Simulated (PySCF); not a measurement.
**Run report: BSiH₃O₄, EPR calculation**

The run: EPR calculation of BSiH₃O₄, multiplicity 3, SMILES O[Si]OB(O)O. Method and program: UKS BHandHLYP, IGLO-III on B O Si, pcH-1 on H, non-relativistic, mean-field spin-orbit, GIAO (PySCF 2.14.0).

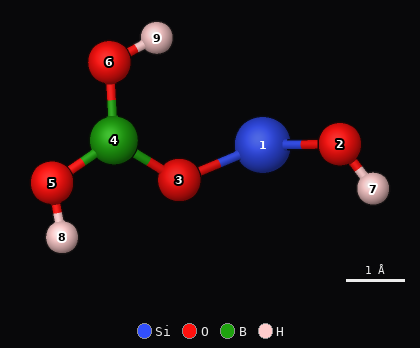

*The structure (ball-and-stick view, seen on its broad side; atoms are numbered from 1 in the order of the input).*

Bond lengths as drawn: B–O 1.35 to 1.39 Å, H–O 0.96 to 0.97 Å and O–Si 1.67 Å.

## Input file
```
{"job": {"kind": "epr", "xc": "BHandHLYP"}, "charge": 0, "multiplicity": 3}
Si     1.416405     0.362913    -0.775411
O      2.688816     0.207409     0.298954
O      0.004561    -0.480050    -0.466401
B     -1.202928    -0.022369     0.059596
O     -2.221092    -0.908432     0.179570
O     -1.403270     1.257567     0.452420
H      3.334527    -0.461475     0.041474
H     -1.960306    -1.778788    -0.135572
H     -0.612252     1.799818     0.337041
```

The first line tells a small driver script what to run in PySCF; the rest is the geometry in Å.

Machine: 1 CPU thread, shared host.

Command:
```bash
OMP_NUM_THREADS=1 python <driver script> task.json out
```

## Log
```
UKS, coarse grid
  cycle   1  E = -616.92525947  |g| = 8.18e-01
  cycle   2  E = -616.83738726  |g| = 9.86e-01
  cycle   3  E = -617.17242989  |g| = 6.66e-02
  cycle   4  E = -617.17404976  |g| = 4.44e-02
  cycle   5  E = -617.17483795  |g| = 9.01e-03
  cycle   6  E = -617.17491187  |g| = 2.59e-03
  cycle   7  E = -617.17492443  |g| = 1.86e-03
  cycle   8  E = -617.17492728  |g| = 7.49e-04
UKS, final grid
  cycle   1  E = -617.17492790  |g| = 7.39e-04
  cycle   2  E = -617.17492794  |g| = 9.64e-04
  cycle   3  E = -617.17492826  |g| = 1.28e-04
  cycle   4  E = -617.17492831  |g| = 6.89e-05
  cycle   5  E = -617.17492831  |g| = 1.41e-05
E = -617.17492831 Eh   <S^2> = 2.0039 (exact 2.0000)
g shifts (ppm)      1          2          3
  rmc          -184       -184       -184
  gc             53         29         42
  oz_so       -2862       -933       -314
  total       -2993      -1088       -456
hyperfine (MHz)  atom isotope    a_iso     a_fc   dipolar eigenvalues
    0  29Si    -823.98    -825.38    -82.79      7.19     75.61
    1   17O     -40.44     -40.42    -22.12      7.10     15.03
    2   17O     -43.29     -43.26    -18.05      3.75     14.30
    3   11B       5.87       5.87     -1.89     -1.04      2.93
    4   17O      -1.00      -1.01     -1.48      0.68      0.80
    5   17O      -2.57      -2.57     -3.05      1.43      1.62
    6    1H      20.25      20.23     -9.56     -3.28     12.84
    7    1H       0.16       0.16     -1.55     -0.84      2.39
    8    1H      -4.66      -4.65     -5.68     -2.93      8.61
zero-field splitting (cm-1)  D = -0.1546  E = -0.0068  (spin-spin -0.2341, spin-orbit -0.0937)
```

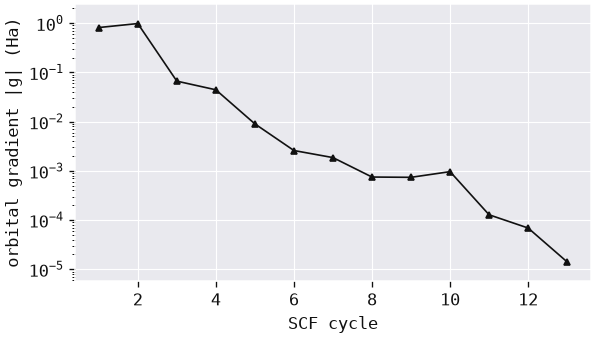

*Convergence of the self-consistent field: orbital gradient |g| against the SCF cycle.*

All cycles printed in the log are drawn one after another.

## Results in brief

```csv
quantity,value
outcome,converged
total energy,−617.174928 hartree
⟨S²⟩,2.004
isotropic g,2.0008
wall time,53 s
peak memory,0.92 GiB
```
